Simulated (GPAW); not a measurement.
# A GW chain in GPAW: AlGaN2 (P-4m2)

Wanted: ground state, empty states, screening and self-energy for AlGaN2 (P-4m2).

Method: LDA and many-body steps on it, plane waves, in GPAW 26.7.0.

## 1. Starting point

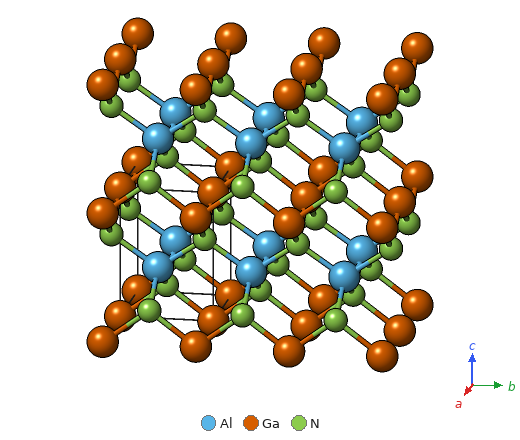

Start, viewed slightly off an axis; aluminium blue, gallium orange, nitrogen green. 2×3×2 cells are drawn. Some periodic images of atoms are drawn too.

As a file:

```cif
data_structure
_symmetry_space_group_name_H-M 'P 1'
_symmetry_Int_Tables_number 1
_cell_length_a 3.1409
_cell_length_b 3.1409
_cell_length_c 4.4238
_cell_angle_alpha 90.000
_cell_angle_beta 90.000
_cell_angle_gamma 90.000
_cell_volume 43.64
loop_
_atom_site_label
_atom_site_type_symbol
_atom_site_fract_x
_atom_site_fract_y
_atom_site_fract_z
_atom_site_occupancy
Al1 Al 0.50000 0.50000 0.50000 1
Ga2 Ga 0.00000 0.00000 0.00000 1
N3 N 0.50000 0.00000 0.73826 1
N4 N 0.00000 0.50000 0.26174 1
```

The cell and positions are those that the Materials Project relaxed with its own functionals (PBE, PBE+U or r2SCAN), kept fixed.

## 2. Ground state

This step: GPAW 26.7.0; DFT, LDA, plane waves, PAW.

The ground-state density comes first.

The input, run.py:

```python
import json
import numpy as np
from gpaw.mpi import world
from ase import Atoms
from gpaw import GPAW, PW, FermiDirac

atoms = Atoms(['Al', 'Ga', 'N', 'N'],
    cell=[[3.1408770487, 0.0000000000, 0.0000000000],
      [0.0000000000, 3.1408770487, 0.0000000000],
      [0.0000000000, 0.0000000000, 4.4238379400]],
    scaled_positions=[[0.5000000000, 0.5000000000, 0.5000000000],
      [0.0000000000, 0.0000000000, 0.0000000000],
      [0.5000000000, 0.0000000000, 0.7382648100],
      [0.0000000000, 0.5000000000, 0.2617351900]],
    pbc=(True, True, True))
calc = GPAW(mode=PW(600),
    xc='LDA',
    kpts={'size': (8, 8, 6), 'gamma': True},
    occupations=FermiDirac(0.001),
    nbands=-8,
    convergence={'density': 1e-6, 'bands': -3},
    maxiter=100,
    txt='gs.txt')
atoms.calc = calc
res = {'energy': atoms.get_potential_energy()}
kpts = calc.get_ibz_k_points()
res['kpts'] = kpts
res['eigenvalues'] = [calc.get_eigenvalues(kpt=k) for k in range(len(kpts))]
res['n_electrons'] = calc.get_number_of_electrons()
calc.write('gs.gpw')

if world.rank == 0:
    with open('result.json', 'w') as f:
        json.dump(res, f, default=lambda x: x.tolist())
```

On the command line:

```console
$ mpirun -n 4 gpaw python run.py
```

Numbers of over 12 decimals in the logs are rounded to 6 here.

What it wrote:

```text
__  _  _
 | _ |_)|_||  |
 |__||  | ||/\| - 26.7.0

Input parameters:
  mode=PW(ecut=600.0),
  convergence={'density': 1e-06, 'bands': -3},
  kpts=MonkhorstPack(size=(8, 8, 6), gamma=True),
  maxiter=100,
  nbands=-8,
  occupations=Occupations(name='fermi-dirac', width=0.001, fixmagmom=False),
  xc=XC(name='LDA')
  [... matrices ...]
Diagonalizing LCAO Hamiltonian
Converting LCAO to pw mode
   .-------.
  /|       |
 * |       |
 | | N     |
 | |  Al   |
 |N.-------.
 |/       /
 Ga------*

Atoms  # Å, Bohr magnetons
|   | symbol |        x |        y |        z |    initial magnetic moments |
| 0 |     Al | 1.570439 | 1.570439 | 2.211919 | ( 0.0000,  0.0000,  0.0000) |
| 1 |     Ga | 0.000000 | 0.000000 | 0.000000 | ( 0.0000,  0.0000,  0.0000) |
| 2 |      N | 1.570439 | 0.000000 | 3.265964 | ( 0.0000,  0.0000,  0.0000) |
| 3 |      N | 0.000000 | 1.570439 | 1.157874 | ( 0.0000,  0.0000,  0.0000) |

Unit cell  # Å
| periodic |        x |        y |        z |  lengths |    angles |
|      yes | 3.140877 | 0.000000 | 0.000000 | 3.140877 | 90.000000 |
|      yes | 0.000000 | 3.140877 | 0.000000 | 3.140877 | 90.000000 |
|      yes | 0.000000 | 0.000000 | 4.423838 | 4.423838 | 90.000000 |

Number of symmetries: 8
Symmetry operations  # r_c * U_cc + t_c -> r_c
|   | kind |            matrix            |
| 0 |  E   |  1, 0, 0,  0, 1, 0,  0, 0, 1 |
| 1 |  σ   |  1, 0, 0,  0,-1, 0,  0, 0, 1 |
| 2 |  C2  |  0, 1, 0,  1, 0, 0,  0, 0,-1 |
| 3 |  S4  |  0, 1, 0, -1, 0, 0,  0, 0,-1 |
| 4 |  S4  |  0,-1, 0,  1, 0, 0,  0, 0,-1 |
| 5 |  C2  |  0,-1, 0, -1, 0, 0,  0, 0,-1 |
| 6 |  σ   | -1, 0, 0,  0, 1, 0,  0, 0, 1 |
| 7 |  C2  | -1, 0, 0,  0,-1, 0,  0, 0, 1 |

BZ-sampling:
  Number of BZ points: 384
  Number of IBZ points: 60

  Monkhorst-Pack size: [8, 8, 6]
  Monkhorst-Pack shift: [0.0625, 0.0625, 0.083333]

K-points  # in reciprocal-cell coordinates
|     |                                coordinates |     weight |
|   0 | (  0.00000000,   0.00000000,   0.00000000) | 0.00260417 |
|   1 | (  0.00000000,   0.00000000,   0.16666667) | 0.00520833 |
|   2 | (  0.00000000,   0.00000000,   0.33333333) | 0.00520833 |
|   3 | (  0.00000000,   0.00000000,   0.50000000) | 0.00260417 |
|   4 | (  0.12500000,   0.00000000,   0.00000000) | 0.01041667 |
|   5 | (  0.12500000,   0.00000000,   0.16666667) | 0.02083333 |
|   6 | (  0.12500000,   0.00000000,   0.33333333) | 0.02083333 |
|   7 | (  0.12500000,   0.00000000,   0.50000000) | 0.01041667 |
|   8 | (  0.12500000,   0.12500000,   0.00000000) | 0.01041667 |
|   9 | (  0.12500000,   0.12500000,   0.16666667) | 0.02083333 |
| ... |                                            |            |
|  59 | (  0.50000000,   0.50000000,   0.50000000) | 0.00260417 |

Plane wave coefficients: 1482
Cutoff: 600.0 eV

Spin-components: 1 (collinear spins)
Bands:           16
Projectors:      20
Spin-degeneracy: 2
Datatype:        complex128

  Storage: CPU
  Wave functions: 22_502_400 bytes (5_625_600 per core)
  Projectors: 39_379_200 bytes (9_844_800 per core)
  [... matrices ...]
Parallelization:
  kpt:    4
  domain: 1
  band:   1

Density:
  Valence electrons: 16.0
  Components: 1
  Grid points: [18 18 25]
  Charge: 0.0  # |e|

Potential:
  Grid points: [18 18 25]

species:
  Al:
    name:    Aluminium
    Z:       13.0
    valence: 3
    core:    10
    charge:  0.0  # [|e|]
    compensation charges:
      type: gauss
      rc: 0.34  # [Å]
      lmax: 2
    cutoffs:
      filter: 1.91  # [Å]
      core: 2.36  # [Å]
    projectors
    | kind |    occ | energy [eV] | rcut [Å] |
    |   3s |  2.000 |      -7.830 |    1.085 |
    |   3p |  1.000 |      -2.783 |    1.085 |
    |    s |        |      19.382 |    1.085 |
    |    p |        |      24.428 |    1.085 |
    |    d |        |       0.000 |    1.085 |

    Using partial waves for Al as LCAO basis

  Ga:
    name:    Gallium
    Z:       31.0
    valence: 3
    core:    28
    charge:  0.0  # [|e|]
    compensation charges:
      type: gauss
      rc: 0.37  # [Å]
      lmax: 2
    cutoffs:
      filter: 2.06  # [Å]
      core: 4.17  # [Å]
    projectors
    | kind |    occ | energy [eV] | rcut [Å] |
    |   4s |  2.000 |      -9.167 |    1.164 |
    |   4p |  1.000 |      -2.734 |    1.164 |
    |    s |        |      18.045 |    1.164 |
    |    p |        |      24.478 |    1.164 |
    |    d |        |       0.000 |    1.164 |

    Using partial waves for Ga as LCAO basis

  N:
    name:    Nitrogen
    Z:       7.0
    valence: 5
    core:    2
    charge:  0.0  # [|e|]
    compensation charges:
      type: gauss
      rc: 0.18  # [Å]
      lmax: 2
    cutoffs:
      filter: 1.11  # [Å]
      core: 0.96  # [Å]
    projectors
    | kind |    occ | energy [eV] | rcut [Å] |
    |   2s |  2.000 |     -18.420 |    0.603 |
    |   2p |  3.000 |      -7.237 |    0.529 |
    |    s |        |       8.791 |    0.603 |
    |    p |        |      19.974 |    0.529 |
    |    d |        |       0.000 |    0.577 |

    Using partial waves for N as LCAO basis

Reference energy: -62328.226297  # eV

eigensolver:
  PPCG
  Converge bands: -3
  niter=2

density mixing:
  MSR1-Mixer
  Pratt-step length: 0.05
  Maximum mixing coefficient: 0.75
  Old densities: 10
  SVD Regularization: 0.005
  Good broyden scale: 1.0
  Trust region scale: 1.0
  Backstep threshold: 4.0
  History deletion threshold: 6.0
  Fourier metric: weight=20.0, sigma=0.015

occupation numbers:
  Fermi-Dirac:
    width: 0.0010  # eV

poisson solver:
  ecut: 4800.0  # eV

xc functional:
  name: None

Initialization done in: 0.864 s

convergence criteria:
- Maximum integral of absolute [dens]ity change: 1e-06 electrons / valence electron
- Maximum [total energy] change in last 3 cyles: 0.0005 eV / valence electron
- Maximum integral of absolute [eigenst]ate change: 4e-08 eV^2 / valence electron
maximum number of iterations: 100

SCF iterations
|iter     |     time |      energy | eigst |  dens |
|iter:   1|  |  -33.870899 | +0.75 |       |
|iter:   2|  |  -32.849689 | -0.53 | -0.56 |
|iter:   3|  |  -29.948444 | -0.33 | -0.62 |
|iter:   4|  |  -29.918326 | -2.40 | -1.28 |
|iter:   5|  |  -29.910320 | -3.07 | -1.57 |
|iter:   6|  |  -29.910350 | -4.49 | -2.74 |
|iter:   7|  |  -29.910360c| -5.47 | -3.10 |
|iter:   8|  |  -29.910360c| -6.31 | -3.95 |
|iter:   9|  |  -29.910360c| -7.17 | -4.74 |
|iter:  10|  |  -29.910360c| -7.88c| -5.56 |
|iter:  11|  |  -29.910360c| -8.49c| -6.17c|

Converged in 11 steps
SCF loop duration: 4.237 s (0.385 s/step)
Energy contributions relative to reference atoms: (reference = -62328.226297)
  [... matrices ...]
Energy contributions:
  Kinetic:          49.564526
  Coulomb:         -43.015328
  Zero:              0.028933
  External:          0.000000
  Xc:              -36.488491
  Entropy:          -0.000000
  Spinorbit:         0.000000
  ----------------------------
  Free energy:     -29.910360
  Extrapolated:    -29.910360

dipole moment: (-15.755731, -15.755731, -11.224096)  # |e|*Ang

Fermi level: 5.930
Eigenvalues  # (at kpt = [0.000, 0.000, 0.000])
| band index |      eig [eV] | occ [0-2] |
|          0 |        -9.440 |     2.000 |
|          1 |        -6.468 |     2.000 |
|          2 |         0.282 |     2.000 |
|          3 |         3.600 |     2.000 |
|          4 |         3.600 |     2.000 |
|          5 |         5.689 |     2.000 |
|          6 |         5.908 |     2.000 |
|          7 |         5.908 |     2.000 |
|          8 |         8.840 |     0.000 |
|          9 |         9.436 |     0.000 |
|         10 |        13.409 |     0.000 |
|         11 |        17.042 |     0.000 |
|         12 |        17.042 |     0.000 |
|         13 |        17.156 |     0.000 |
|         14 |        18.542 |     0.000 |
|         15 |        20.649 |     0.000 |

Gap: 2.933 eV
Transition (v -> c):
  (s=0, k=0, n=7, [0.00, 0.00, 0.00]) -> (s=0, k=0, n=8, [0.00, 0.00, 0.00])
No difference between direct/indirect transitions
# Writing to gs.gpw (mode='')
  [... matrices ...]
```

Wall time 6.6 s (4 MPI ranks of Arm Neoverse V2, shared host); peak memory 0.65 GiB; 26 s of CPU time.

Numbers from this step:

```yaml
total_energy: -29.91 eV
gap: 2.933 eV
k_of_the_valence_top: 0, 0, 0
k_of_the_conduction_bottom: 0, 0, 0
least_direct_gap: 2.933 eV
```

The gap is direct, at Γ.

## 3. Empty states on the mesh, 4×4×4 mesh, 290 bands

The sums over transitions need many empty states on a uniform mesh; this step solves for them.

The input, run.py:

```python
import json
import numpy as np
from gpaw.mpi import world
from gpaw import GPAW

calc = GPAW('gs.gpw').fixed_density(kpts={'size': (4, 4, 4), 'gamma': True},
    parallel={'domain': 1, 'band': 1},
    txt='nscf.txt')
calc.diagonalize_full_hamiltonian(nbands=290)
calc.write('full.gpw', mode='all')
res = {}
kpts = calc.get_ibz_k_points()
res['kpts'] = kpts
res['eigenvalues'] = [calc.get_eigenvalues(kpt=k) for k in range(len(kpts))]
res['n_electrons'] = calc.get_number_of_electrons()

if world.rank == 0:
    with open('result.json', 'w') as f:
        json.dump(res, f, default=lambda x: x.tolist())
```

On the command line:

```console
$ mpirun -n 4 gpaw python run.py
```

What it wrote:

```text
Diagonalizing LCAO Hamiltonian
Converting LCAO to pw mode
convergence criteria:
- Maximum integral of absolute [eigenst]ate change: 4e-08 eV^2 / valence electron
maximum number of iterations: 100

SCF iterations
|iter     |     time |      energy | eigst |  dens |
|iter:   1|  |             | +0.86 |       |
|iter:   2|  |             | -0.57 |       |
|iter:   3|  |             | -1.44 |       |
[...]
|iter:  10|  |             | -6.43 |       |
|iter:  11|  |             | -6.72 |       |
|iter:  12|  |             | -7.48c|       |
SCF steps: 12
  __  _  _
 | _ |_)|_||  |
 |__||  | ||/\| - 26.7.0

Input parameters:
  mode=PW(ecut=600.0),
  convergence={'density': 1e-06, 'bands': -3},
  gpts=array([18, 18, 25]),
  kpts=MonkhorstPack(size=(4, 4, 4), gamma=True),
  maxiter=100,
  nbands=16,
  occupations=Occupations(name='fermi-dirac', width=0.001, fixmagmom=False),
  parallel={'domain': 1, 'band': 1},
  xc=XC(name='LDA')
Matrix size: 1465x1465
# Writing to full.gpw (mode='all')
  [... matrices ...]

timing:  # [seconds]
  Total: 14.802  # ━━━━━━━━━━━━━━━━━━━━━━━━━━━━━━━━━━━━━━━━━━━━━━━━━━━━━━━━━━
```

Elapsed: 18 s, on 4 MPI ranks; peak memory 1.4 GiB.

Numbers from this step:

- gap: 2.933 eV
- k of the valence top: 0, 0, 0
- k of the conduction bottom: 0, 0, 0
- least direct gap: 2.933 eV
- k points computed: 18
- lowest point of the top converged band, above the valence top: 186.9323 eV

On this mesh the gap is 2.933 eV.

## 4. Screening and self-energy, 4×4×4 mesh, 130 bands, screening to 120 eV

Now the one-shot GW correction: screening in the RPA, then the self-energy of the levels asked for.

This step: G0W0 on LDA, plane waves, PAW.

The input, run.py:

```python
import json
import numpy as np
from gpaw.mpi import world
from gpaw.response.g0w0 import G0W0

gw = G0W0('full.gpw',
    filename='gw',
    kpts=[0],
    bands=(6, 10),
    ecut=120,
    nbands=130,
    integrate_gamma='WS',
    ppa=True)
gw.calculate()
res = {mode: {k: v for k, v in r.items() if k != 'sigma_eskwn'}
       for mode, r in gw.all_results.items()}

if world.rank == 0:
    with open('result.json', 'w') as f:
        json.dump(res, f, default=lambda x: x.tolist())
```

On the command line:

```console
$ mpirun -n 4 gpaw python run.py
```

What it wrote:

```text
Using integrator: PointIntegrator
FrequencyGridDescriptor(from 0.000+0.000j to 0.000+27.211j eV, 2 points)
Nonperiodic BCs:  [False False False]
Using integrator: PointIntegrator
FrequencyGridDescriptor(from 0.000+0.000j to 0.000+27.211j eV, 2 points)
Nonperiodic BCs:  [False False False]
  ___  _ _ _
 |   || | | |
 | | || | | |
 |__ ||_____|
 |___|

BZ k-points: Symmetries present (total): 8

  [... matrices ...]
64 k-points: 4 x 4 x 4 Monkhorst-Pack grid + [1/8,1/8,1/8]
18 k-points in the irreducible part of the Brillouin zone
       k-points in crystal coordinates                weights
   0:     0.00000000    0.00000000    0.00000000          1/64
   1:     0.00000000    0.00000000    0.25000000          2/64
   2:     0.00000000    0.00000000    0.50000000          1/64
   3:     0.25000000    0.00000000    0.00000000          4/64
   4:     0.25000000    0.00000000    0.25000000          8/64
   5:     0.25000000    0.00000000    0.50000000          4/64
   6:     0.25000000    0.25000000    0.00000000          4/64
   7:     0.25000000    0.25000000    0.25000000          8/64
   8:     0.25000000    0.25000000    0.50000000          4/64
   9:     0.50000000    0.00000000    0.00000000          2/64
          ...
  17:     0.50000000    0.50000000    0.50000000          1/64

Distributing spins, k-points and bands (1 x 1 x 4) over 4 processes
Number of blocks: 1

Quasi particle states:
k-points (IBZ indices): [0]
Band range: (6, 10)
  [... matrices ...]
Computational parameters:
Plane wave cut-off: 120 eV
Number of bands: 130
Coulomb cutoff: None
Broadening: 0.1 eV

fxc modes: GW
Kernel: RPA
Using Godby-Needs plasmon-pole approximation:
  Fitting energy: i*E0, E0 = 1.000 Hartree
Summing all q:

Calculating screened Coulomb potential
No Coulomb truncation
FrequencyGridDescriptor(from 0.000+0.000j to 0.000+27.211j eV, 2 points)
Removing empty qpoint cache files...

Calculating chi0 body with:
    Ground state adapter containing:
    Number of spins: 1
    Number of kpoints: 64
    Number of irreducible kpoints: 18
    Number of completely occupied states: 8
    Number of partially occupied states: 8
    Occupied states memory: 0.98876953125 M / cpu

    Linear response parametrization:
    q_c: [0.0, 0.0, 0.0]
    Number of frequency points: 2
    Planewave cutoff: 120.0
    Number of bands: 130
    Number of planewaves: 123
    Broadening (eta): 1e-06
    comm.size: 4
    kncomm.size: 4
    blockcomm.size: 1

    Memory estimate of potentially large arrays:
        chi0_wGG: 0.461700 M / cpu
Integrating chi0 body.

Symmetries of q_c:
    Direct symmetries (Uq -> q): 8
    Indirect symmetries (TUq -> q): 8
In total 16 allowed symmetries.

  [... matrices ...]
18 groups of equivalent kpoints. 71.875% reduction.

Integral kind: response function
Integrating chi0 head and wings.

Symmetries of q_c:
    Direct symmetries (Uq -> q): 8
    Indirect symmetries (TUq -> q): 8
In total 16 allowed symmetries.

  [... matrices ...]
18 groups of equivalent kpoints. 71.875% reduction.

Integral kind: response function wings

Calculating chi0 body with:
    Ground state adapter containing:
    Number of spins: 1
    Number of kpoints: 64
    Number of irreducible kpoints: 18
    Number of completely occupied states: 8
    Number of partially occupied states: 8
    Occupied states memory: 0.98876953125 M / cpu

    Linear response parametrization:
[... the further q-points ...]

Results:
f:      Occupation numbers
eps:     KS-eigenvalues [eV]
vxc:     KS vxc [eV]
exx:     Exact exchange [eV]
sigma:   Self-energies [eV]
dsigma:  Self-energy derivatives
Z:       Renormalization factors
qp:      QP-energies [eV]

k-point 0 (0): (0.000, 0.000, 0.000)                GW
band       f     eps     vxc     exx   sigma  dsigma       Z      qp
                                                                   GW
   6   1.000   5.908 -18.510 -21.993   2.931  -0.271   0.787   5.473
   7   1.000   5.908 -18.510 -21.992   2.930  -0.271   0.787   5.474
   8   0.000   8.840 -15.637 -10.895  -3.419  -0.226   0.816   9.920
   9   0.000   9.436 -12.551  -7.924  -3.759  -0.203   0.831  10.157
```

Run time: 30 s. Hardware: 4 MPI ranks; peak memory 1.3 GiB; 2 min of CPU time.

This step gave:

```
G0W0 gap on the points computed              : 4.446 eV
least direct G0W0 gap on the computed points : 4.446 eV
Z at the valence top                         : 0.7868
Z at the conduction bottom                   : 0.8159
starting gap on the mesh                     : 2.933 eV
k of the valence top                         : 0, 0, 0
k of the conduction bottom                   : 0, 0, 0
```

The gap on the mesh goes from 2.93 eV to 4.45 eV, a correction of +1.51 eV.

Limits: finite bands, cutoff and mesh; no spin-orbit coupling; coarse k mesh. v1 is the top filled band, c1 the lowest empty one. The levels before and after the correction (eV, zero at the valence-band top of each column):

|  | conduction bottom | valence top |
| --- | --- | --- |
| Kohn-Sham | 2.93 | 0.00 |
| G0W0 | 4.45 | 0.00 |

|  | level | energy (eV) |
| --- | --- | --- |
| Kohn-Sham | Γ v2-v1 | 0.000 |
| Kohn-Sham | Γ c1 | 2.933 |
| Kohn-Sham | Γ c2 | 3.529 |
| G0W0 | Γ v2-v1 | 0.000 |
| G0W0 | Γ c1 | 4.446 |
| G0W0 | Γ c2 | 4.684 |

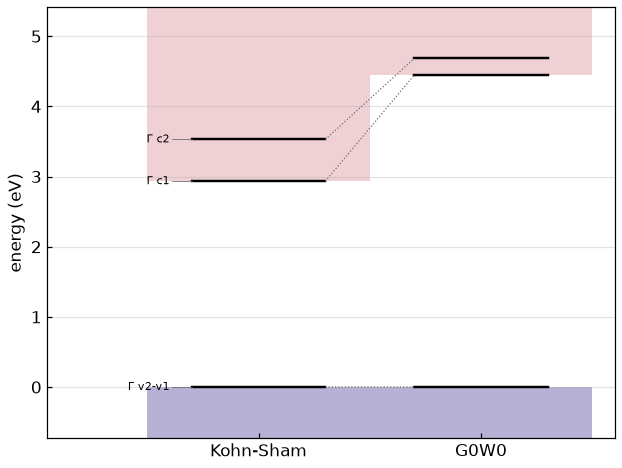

Levels before and after the correction. Shaded: valence and conduction bands.

## 5. Where the time went

Times are wall times on 4 MPI ranks of Arm Neoverse V2, shared host, good to a factor of about two.

| step | time | share | memory (GiB) |
| --- | --- | --- | --- |
| ground state | 6.6 s | 12 % | 0.65 |
| empty states on the mesh | 18 s | 33 % | 1.4 |
| screening and self-energy | 30 s | 55 % | 1.3 |

## 6. Results

```yaml
lda_gap: 2.93 eV, direct
g0w0_gap_on_the_mesh: 4.45 eV
gw_settings: 4×4×4 mesh, 130 bands, screening to 120 eV, Godby-Needs plasmon pole
known_limits: not at the basis limit; no spin-orbit coupling; coarse k mesh
```

What this shows: G0W0 moves the gap on the mesh from 2.93 eV to 4.45 eV (+1.51 eV), with Z of 0.79 and 0.82 at the edges. Only 1 of the mesh's irreducible points was corrected, so a valley elsewhere could overtake. The dearest step here is «screening and self-energy». Bands and cutoff are finite, so the gap is not at the basis limit. The miss can reach some tenths of an eV and take either sign; the mesh is an error of its own. These stock PAW sets were not made for GW; the filled d or f shell of Ga lies in the frozen core, which bears on start and correction. In the G0W0 run levels were corrected at 1 k point alone, so a gap called «on the mesh» is the least over those, and an edge elsewhere would be missed. The 4×4×4 mesh is coarse for this cell, which bears on the long-range parts of exchange and screening. The many-body steps are scalar-relativistic: spin-orbit coupling is not in them.

[Paths, hosts, dates, memory and timing lines, banners, echoed tables and standing remarks are left out of the program output.]

[Logs are printed without paths, hosts, clocks, repeated set-up lines and the standing remarks that a program may print on its own settings, such as how far it seeks lower states.]

[Runs of the session that timed out or met a known fault of the program may be left out.]

[Hosts, paths, dates, database ids (printed as entryN), source tags and the programs' standing remarks are cut or masked in the printed files.]
